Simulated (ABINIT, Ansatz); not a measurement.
# CaGeS3 (Pm-3m): zone-centre phonons, part 3 of 5

Aim: the zone-centre modes of CaGeS3 (Pm-3m).

ABINIT 10.8.3; DFT PBE, scalar-relativistic, plane waves, SPMS norm-conserving pseudopotentials.

So far. Step 2 (Relaxation): The volume changes by +0.6 % from the cell with which this run began. Step 4 (Linear response at Γ): The acoustic modes at Γ come out as far as 4.5 cm⁻¹ from zero, where they should vanish, a small numerical error. The lowest optical mode is imaginary, 127i cm⁻¹, an instability at this level and on this k mesh. The relaxed cell has a = 4.786 Å (conventional setting).

The structure was built from a prototype and need not be the compound's stable phase.

### Step 5. Zone-centre analysis

anaddb reads the merged derivatives and imposes the acoustic sum rule.

anaddb.abi

```
ddb_filepath "gamma_DDB"
output_file "anaddb.abo"
outdata_prefix "anaddb"
asr 1
chneut 1
enunit 2
eivec 1
nph1l 1
qph1l 0.0 0.0 0.0 1.0
```

mrgddb.in

```
gamma_DDB
merged
2
dfpt_gammao_DDB
gso_DDB
```

Started as:

```bash
> mrgddb < mrgddb.in > mrgddb.log
> OMP_NUM_THREADS=1 anaddb anaddb.abi > anaddb.log
```

anaddb.abo, the main output file:

```text
-outvars_anaddb: echo values of input variables ----------------------

 Miscellaneous information :
      enunit         2
       eivec         1
         asr         1
 First list of wavevector (reduced coord.) :
       nph1l         1
       qph1l
                     0.00000000E+00  0.00000000E+00  0.00000000E+00    1.000E+00

================================================================================

 read the DDB information and perform some checks

  ==== Info on the Cryst% object ====
 Real(R)+Recip(G) space primitive vectors, cartesian coordinates (Bohr,Bohr^-1):
 R(1)=  9.0446407  0.0000000  0.0000000  G(1)=  0.1105627  0.0000000  0.0000000
 R(2)=  0.0000000  9.0446407  0.0000000  G(2)=  0.0000000  0.1105627  0.0000000
 R(3)=  0.0000000  0.0000000  9.0446407  G(3)=  0.0000000  0.0000000  0.1105627
 Unit cell volume ucvol=  7.3990158E+02 bohr^3
 Angles (23,13,12)=  9.00000000E+01  9.00000000E+01  9.00000000E+01 degrees
 Time-reversal symmetry is present
 Reduced atomic positions [iatom, xred, symbol]:
    1)    0.0000000  0.0000000  0.0000000  Ca
    2)    0.5000000  0.5000000  0.5000000  Ge
    3)    0.5000000  0.5000000  0.0000000   S
    4)    0.5000000  0.0000000  0.5000000   S
    5)    0.0000000  0.5000000  0.5000000   S

 DDB file with 3 blocks has been read.

================================================================================

 Treat the first list of vectors

  Phonon wavevector (reduced coordinates) :  0.00000  0.00000  0.00000
 Phonon energies in Hartree :
  -5.773922E-04 -5.773922E-04 -5.773922E-04 -4.233638E-04 -4.233638E-04
  -4.233638E-04 -9.007498E-05 -9.007498E-05 -9.007498E-05  1.209283E-08
   1.228040E-08  1.282663E-08  1.267522E-03  1.267522E-03  1.267522E-03
 Phonon energies in meV     :
- -1.571164E+01 -1.571164E+01 -1.571164E+01 -1.152032E+01 -1.152032E+01
- -1.152032E+01 -2.451065E+00 -2.451065E+00 -2.451065E+00  3.290626E-04
-  3.341667E-04  3.490303E-04  3.449102E+01  3.449102E+01  3.449102E+01
 Phonon frequencies in cm-1    :
- -1.267229E+02 -1.267229E+02 -1.267229E+02 -9.291761E+01 -9.291761E+01
- -9.291761E+01 -1.976917E+01 -1.976917E+01 -1.976917E+01  2.654069E-03
-  2.695236E-03  2.815119E-03  2.781889E+02  2.781889E+02  2.781889E+02
 Phonon frequencies in Thz     :
- -3.799058E+00 -3.799058E+00 -3.799058E+00 -2.785600E+00 -2.785600E+00
- -2.785600E+00 -5.926649E-01 -5.926649E-01 -5.926649E-01  7.956698E-05
-  8.080114E-05  8.439515E-05  8.339892E+00  8.339892E+00  8.339892E+00
 Phonon energies in Kelvin  :
- -1.823260E+02 -1.823260E+02 -1.823260E+02 -1.336877E+02 -1.336877E+02
- -1.336877E+02 -2.844343E+01 -2.844343E+01 -2.844343E+01  3.818613E-03
-  3.877843E-03  4.050329E-03  4.002517E+02  4.002517E+02  4.002517E+02

 Eigendisplacements
 (will be given, for each mode : in cartesian coordinates
   for each atom the real part of the displacement vector,
   then the imaginary part of the displacement vector - absolute values smaller than 1.0d-7 are set to zero)
  Mode number    1   Energy   -5.773922E-04
 Attention : low frequency mode.
   (Could be unstable or acoustic mode)
-  1  0.00000000E+00  0.00000000E+00  2.25166059E-03
-     0.00000000E+00  0.00000000E+00  0.00000000E+00
-  2  0.00000000E+00  0.00000000E+00  8.33993748E-04
-     0.00000000E+00  0.00000000E+00  0.00000000E+00
-  3  0.00000000E+00  0.00000000E+00 -4.64773750E-04
-     0.00000000E+00  0.00000000E+00  0.00000000E+00
-  4  0.00000000E+00  0.00000000E+00 -2.11897108E-03
-     0.00000000E+00  0.00000000E+00  0.00000000E+00
-  5  0.00000000E+00  0.00000000E+00 -2.11897108E-03
-     0.00000000E+00  0.00000000E+00  0.00000000E+00
  Mode number    2   Energy   -5.773922E-04
 Attention : low frequency mode.
   (Could be unstable or acoustic mode)
-  1  0.00000000E+00  2.25166059E-03  0.00000000E+00
-     0.00000000E+00  0.00000000E+00  0.00000000E+00
-  2  0.00000000E+00  8.33993748E-04  0.00000000E+00
-     0.00000000E+00  0.00000000E+00  0.00000000E+00
-  3  0.00000000E+00 -2.11897108E-03  0.00000000E+00
-     0.00000000E+00  0.00000000E+00  0.00000000E+00
-  4  0.00000000E+00 -4.64773750E-04  0.00000000E+00
-     0.00000000E+00  0.00000000E+00  0.00000000E+00
-  5  0.00000000E+00 -2.11897108E-03  0.00000000E+00
-     0.00000000E+00  0.00000000E+00  0.00000000E+00
  Mode number    3   Energy   -5.773922E-04
 Attention : low frequency mode.
   (Could be unstable or acoustic mode)
-  1  2.25166059E-03  0.00000000E+00  0.00000000E+00
-     0.00000000E+00  0.00000000E+00  0.00000000E+00
-  2  8.33993748E-04  0.00000000E+00  0.00000000E+00
-     0.00000000E+00  0.00000000E+00  0.00000000E+00
-  3 -2.11897108E-03  0.00000000E+00  0.00000000E+00
-     0.00000000E+00  0.00000000E+00  0.00000000E+00
-  4 -2.11897108E-03  0.00000000E+00  0.00000000E+00
-     0.00000000E+00  0.00000000E+00  0.00000000E+00
-  5 -4.64773750E-04  0.00000000E+00  0.00000000E+00
-     0.00000000E+00  0.00000000E+00  0.00000000E+00
  Mode number    4   Energy   -4.233638E-04
 Attention : low frequency mode.
   (Could be unstable or acoustic mode)
-  1  0.00000000E+00  0.00000000E+00  0.00000000E+00
-     0.00000000E+00  0.00000000E+00  0.00000000E+00
-  2  0.00000000E+00  0.00000000E+00  0.00000000E+00
-     0.00000000E+00  0.00000000E+00  0.00000000E+00
-  3  0.00000000E+00  0.00000000E+00  0.00000000E+00
-     0.00000000E+00  0.00000000E+00  0.00000000E+00
-  4  0.00000000E+00  0.00000000E+00 -2.92470830E-03
-     0.00000000E+00  0.00000000E+00  0.00000000E+00
-  5  0.00000000E+00  0.00000000E+00  2.92470830E-03
-     0.00000000E+00  0.00000000E+00  0.00000000E+00
  Mode number    5   Energy   -4.233638E-04
 Attention : low frequency mode.
   (Could be unstable or acoustic mode)
-  1  0.00000000E+00  0.00000000E+00  0.00000000E+00
-     0.00000000E+00  0.00000000E+00  0.00000000E+00
-  2  0.00000000E+00  0.00000000E+00  0.00000000E+00
-     0.00000000E+00  0.00000000E+00  0.00000000E+00
-  3  0.00000000E+00 -2.92470830E-03  0.00000000E+00
-     0.00000000E+00  0.00000000E+00  0.00000000E+00
-  4  0.00000000E+00  0.00000000E+00  0.00000000E+00
-     0.00000000E+00  0.00000000E+00  0.00000000E+00
-  5  0.00000000E+00  2.92470830E-03  0.00000000E+00
-     0.00000000E+00  0.00000000E+00  0.00000000E+00
  Mode number    6   Energy   -4.233638E-04
 Attention : low frequency mode.
   (Could be unstable or acoustic mode)
-  1  0.00000000E+00  0.00000000E+00  0.00000000E+00
-     0.00000000E+00  0.00000000E+00  0.00000000E+00
-  2  0.00000000E+00  0.00000000E+00  0.00000000E+00
-     0.00000000E+00  0.00000000E+00  0.00000000E+00
-  3  2.92470830E-03  0.00000000E+00  0.00000000E+00
-     0.00000000E+00  0.00000000E+00  0.00000000E+00
-  4 -2.92470830E-03  0.00000000E+00  0.00000000E+00
-     0.00000000E+00  0.00000000E+00  0.00000000E+00
-  5  0.00000000E+00  0.00000000E+00  0.00000000E+00
-     0.00000000E+00  0.00000000E+00  0.00000000E+00
  Mode number    7   Energy   -9.007498E-05
 Attention : low frequency mode.
   (Could be unstable or acoustic mode)
-  1  0.00000000E+00  0.00000000E+00  2.44162530E-03
-     0.00000000E+00  0.00000000E+00  0.00000000E+00
-  2  0.00000000E+00  0.00000000E+00 -1.89993915E-03
-     0.00000000E+00  0.00000000E+00  0.00000000E+00
-  3  0.00000000E+00  0.00000000E+00 -3.84737269E-04
-     0.00000000E+00  0.00000000E+00  0.00000000E+00
-  4  0.00000000E+00  0.00000000E+00  8.16945916E-04
-     0.00000000E+00  0.00000000E+00  0.00000000E+00
-  5  0.00000000E+00  0.00000000E+00  8.16945916E-04
-     0.00000000E+00  0.00000000E+00  0.00000000E+00
  Mode number    8   Energy   -9.007498E-05
 Attention : low frequency mode.
   (Could be unstable or acoustic mode)
-  1  0.00000000E+00 -2.44162530E-03  0.00000000E+00
-     0.00000000E+00  0.00000000E+00  0.00000000E+00
-  2  0.00000000E+00  1.89993915E-03  0.00000000E+00
-     0.00000000E+00  0.00000000E+00  0.00000000E+00
-  3  0.00000000E+00 -8.16945916E-04  0.00000000E+00
-     0.00000000E+00  0.00000000E+00  0.00000000E+00
-  4  0.00000000E+00  3.84737269E-04  0.00000000E+00
-     0.00000000E+00  0.00000000E+00  0.00000000E+00
-  5  0.00000000E+00 -8.16945916E-04  0.00000000E+00
-     0.00000000E+00  0.00000000E+00  0.00000000E+00
  Mode number    9   Energy   -9.007498E-05
 Attention : low frequency mode.
   (Could be unstable or acoustic mode)
-  1  2.44162530E-03  0.00000000E+00  0.00000000E+00
-     0.00000000E+00  0.00000000E+00  0.00000000E+00
-  2 -1.89993915E-03  0.00000000E+00  0.00000000E+00
-     0.00000000E+00  0.00000000E+00  0.00000000E+00
-  3  8.16945916E-04  0.00000000E+00  0.00000000E+00
-     0.00000000E+00  0.00000000E+00  0.00000000E+00
-  4  8.16945916E-04  0.00000000E+00  0.00000000E+00
-     0.00000000E+00  0.00000000E+00  0.00000000E+00
-  5 -3.84737269E-04  0.00000000E+00  0.00000000E+00
-     0.00000000E+00  0.00000000E+00  0.00000000E+00
  Mode number   10   Energy    1.209283E-08
 Attention : low frequency mode.
   (Could be unstable or acoustic mode)
-  1  0.00000000E+00  0.00000000E+00 -1.62086925E-03
-     0.00000000E+00  0.00000000E+00  0.00000000E+00
-  2  0.00000000E+00  0.00000000E+00 -1.62031337E-03
-     0.00000000E+00  0.00000000E+00  0.00000000E+00
-  3  0.00000000E+00  0.00000000E+00 -1.62050870E-03
-     0.00000000E+00  0.00000000E+00  0.00000000E+00
-  4  0.00000000E+00  0.00000000E+00 -1.62067362E-03
-     0.00000000E+00  0.00000000E+00  0.00000000E+00
-  5  0.00000000E+00  0.00000000E+00 -1.62067362E-03
-     0.00000000E+00  0.00000000E+00  0.00000000E+00
  Mode number   11   Energy    1.228040E-08
 Attention : low frequency mode.
   (Could be unstable or acoustic mode)
-  1  0.00000000E+00 -1.62086925E-03  0.00000000E+00
-     0.00000000E+00  0.00000000E+00  0.00000000E+00
-  2  0.00000000E+00 -1.62031337E-03  0.00000000E+00
-     0.00000000E+00  0.00000000E+00  0.00000000E+00
-  3  0.00000000E+00 -1.62067362E-03  0.00000000E+00
-     0.00000000E+00  0.00000000E+00  0.00000000E+00
-  4  0.00000000E+00 -1.62050870E-03  0.00000000E+00
-     0.00000000E+00  0.00000000E+00  0.00000000E+00
-  5  0.00000000E+00 -1.62067362E-03  0.00000000E+00
-     0.00000000E+00  0.00000000E+00  0.00000000E+00
  Mode number   12   Energy    1.282663E-08
 Attention : low frequency mode.
   (Could be unstable or acoustic mode)
-  1  1.62086925E-03  0.00000000E+00  0.00000000E+00
-     0.00000000E+00  0.00000000E+00  0.00000000E+00
-  2  1.62031337E-03  0.00000000E+00  0.00000000E+00
-     0.00000000E+00  0.00000000E+00  0.00000000E+00
-  3  1.62067362E-03  0.00000000E+00  0.00000000E+00
-     0.00000000E+00  0.00000000E+00  0.00000000E+00
-  4  1.62067362E-03  0.00000000E+00  0.00000000E+00
-     0.00000000E+00  0.00000000E+00  0.00000000E+00
-  5  1.62050870E-03  0.00000000E+00  0.00000000E+00
-     0.00000000E+00  0.00000000E+00  0.00000000E+00
  Mode number   13   Energy    1.267522E-03
-  1  0.00000000E+00  0.00000000E+00  1.70528189E-04
-     0.00000000E+00  0.00000000E+00  0.00000000E+00
-  2  0.00000000E+00  0.00000000E+00  7.90206739E-04
-     0.00000000E+00  0.00000000E+00  0.00000000E+00
-  3  0.00000000E+00  0.00000000E+00 -3.75735963E-03
-     0.00000000E+00  0.00000000E+00  0.00000000E+00
-  4  0.00000000E+00  0.00000000E+00  8.77437513E-04
-     0.00000000E+00  0.00000000E+00  0.00000000E+00
-  5  0.00000000E+00  0.00000000E+00  8.77437513E-04
-     0.00000000E+00  0.00000000E+00  0.00000000E+00
  Mode number   14   Energy    1.267522E-03
-  1  0.00000000E+00 -1.70528189E-04  0.00000000E+00
-     0.00000000E+00  0.00000000E+00  0.00000000E+00
-  2  0.00000000E+00 -7.90206739E-04  0.00000000E+00
-     0.00000000E+00  0.00000000E+00  0.00000000E+00
-  3  0.00000000E+00 -8.77437513E-04  0.00000000E+00
-     0.00000000E+00  0.00000000E+00  0.00000000E+00
-  4  0.00000000E+00  3.75735963E-03  0.00000000E+00
-     0.00000000E+00  0.00000000E+00  0.00000000E+00
-  5  0.00000000E+00 -8.77437513E-04  0.00000000E+00
-     0.00000000E+00  0.00000000E+00  0.00000000E+00
  Mode number   15   Energy    1.267522E-03
-  1  1.70528189E-04  0.00000000E+00  0.00000000E+00
-     0.00000000E+00  0.00000000E+00  0.00000000E+00
-  2  7.90206739E-04  0.00000000E+00  0.00000000E+00
-     0.00000000E+00  0.00000000E+00  0.00000000E+00
-  3  8.77437513E-04  0.00000000E+00  0.00000000E+00
-     0.00000000E+00  0.00000000E+00  0.00000000E+00
-  4  8.77437513E-04  0.00000000E+00  0.00000000E+00
-     0.00000000E+00  0.00000000E+00  0.00000000E+00
-  5 -3.75735963E-03  0.00000000E+00  0.00000000E+00
-     0.00000000E+00  0.00000000E+00  0.00000000E+00

 Analysis of degeneracies and characters (maximum tolerance=1.00E-06 a.u.)
 For each vibration mode, or group of modes if degenerate,
 the characters are given for each symmetry operation (see the list in the log file).
 Symmetry characters of vibration mode #   1
       degenerate with vibration modes #   2 to    3
  3.0 -3.0 -1.0  1.0 -1.0  1.0 -1.0  1.0  1.0 -1.0 -1.0  1.0  1.0 -1.0 -1.0  1.0
  0.0 -0.0  0.0 -0.0 -0.0  0.0 -0.0  0.0  1.0 -1.0 -1.0  1.0 -1.0  1.0  1.0 -1.0
  0.0 -0.0 -0.0  0.0 -0.0  0.0  0.0 -0.0  1.0 -1.0  1.0 -1.0 -1.0  1.0 -1.0  1.0
 Symmetry characters of vibration mode #   4
       degenerate with vibration modes #   5 to    6
  3.0 -3.0 -1.0  1.0 -1.0  1.0 -1.0  1.0 -1.0  1.0  1.0 -1.0 -1.0  1.0  1.0 -1.0
 -0.0  0.0  0.0 -0.0 -0.0  0.0  0.0 -0.0 -1.0  1.0  1.0 -1.0  1.0 -1.0 -1.0  1.0
 -0.0  0.0 -0.0  0.0  0.0 -0.0  0.0 -0.0 -1.0  1.0 -1.0  1.0  1.0 -1.0  1.0 -1.0
 Symmetry characters of vibration mode #   7
       degenerate with vibration modes #   8 to    9
  3.0 -3.0 -1.0  1.0 -1.0  1.0 -1.0  1.0  1.0 -1.0 -1.0  1.0  1.0 -1.0 -1.0  1.0
 -0.0  0.0 -0.0  0.0  0.0 -0.0  0.0 -0.0  1.0 -1.0 -1.0  1.0 -1.0  1.0  1.0 -1.0
 -0.0  0.0  0.0 -0.0  0.0 -0.0 -0.0  0.0  1.0 -1.0  1.0 -1.0 -1.0  1.0 -1.0  1.0
 Symmetry characters of vibration mode #  10
       degenerate with vibration modes #  11 to   12
  3.0 -3.0 -1.0  1.0 -1.0  1.0 -1.0  1.0  1.0 -1.0 -1.0  1.0  1.0 -1.0 -1.0  1.0
  0.0 -0.0  0.0 -0.0 -0.0  0.0 -0.0  0.0  1.0 -1.0 -1.0  1.0 -1.0  1.0  1.0 -1.0
  0.0 -0.0 -0.0  0.0 -0.0  0.0  0.0 -0.0  1.0 -1.0  1.0 -1.0 -1.0  1.0 -1.0  1.0
 Symmetry characters of vibration mode #  13
       degenerate with vibration modes #  14 to   15
  3.0 -3.0 -1.0  1.0 -1.0  1.0 -1.0  1.0  1.0 -1.0 -1.0  1.0  1.0 -1.0 -1.0  1.0
 -0.0  0.0 -0.0  0.0  0.0 -0.0  0.0 -0.0  1.0 -1.0 -1.0  1.0 -1.0  1.0  1.0 -1.0
 -0.0  0.0  0.0 -0.0  0.0 -0.0 -0.0  0.0  1.0 -1.0  1.0 -1.0 -1.0  1.0 -1.0  1.0
-
```

Wall time 0.49 s (1 thread of Arm Neoverse V1, shared host).

Numbers from this step:

```yaml
lowest_optical_zone_centre_mode: -126.7 cm⁻¹
```

No LO-TO term; unit eigenvectors of the mass-weighted matrix, from anaddb's displacements. Modes at Γ, with each element's share of the kinetic energy (negative means imaginary):

```csv
mode,frequency (cm⁻¹),symmetry,Ca %,Ge %,S %
1,-126.7,T1u,37,9,54
2,-126.7,T1u,37,9,54
3,-126.7,T1u,37,9,54
4,-92.9,T2u,0,0,100
5,-92.9,T2u,0,0,100
6,-92.9,T2u,0,0,100
7,-19.8,T1u,44,48,9
8,-19.8,T1u,44,48,9
9,-19.8,T1u,44,48,9
10,0.0,acoustic,19,35,46
11,0.0,acoustic,19,35,46
12,0.0,acoustic,19,35,46
13,278.2,T1u,0,8,92
14,278.2,T1u,0,8,92
15,278.2,T1u,0,8,92
```

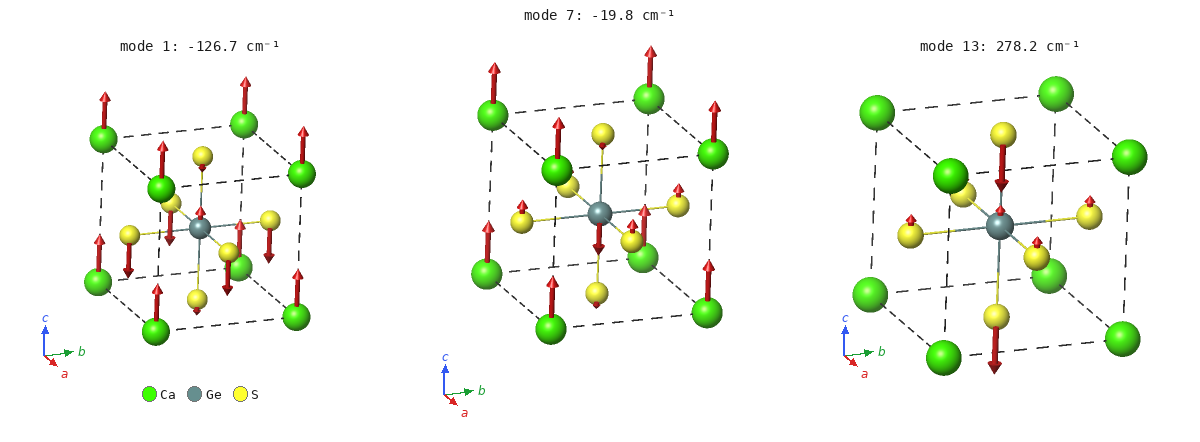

Displacement patterns of modes 1, 7 and 13 at Γ; arrows are exaggerated. Some periodic images of atoms are drawn too.

The rule also moves an optical mode by 0.9 cm⁻¹.

[end of part 3 of 5]

[Host names and launcher messages were left out of these logs when they were recorded.]

[Logs are printed without paths, hosts, clocks, repeated set-up lines and the standing remarks that a program may print on its own settings, such as how far it seeks lower states.]

[Hosts, paths, dates, database ids (printed as entryN), source tags and the programs' standing remarks are cut or masked in the printed files.]
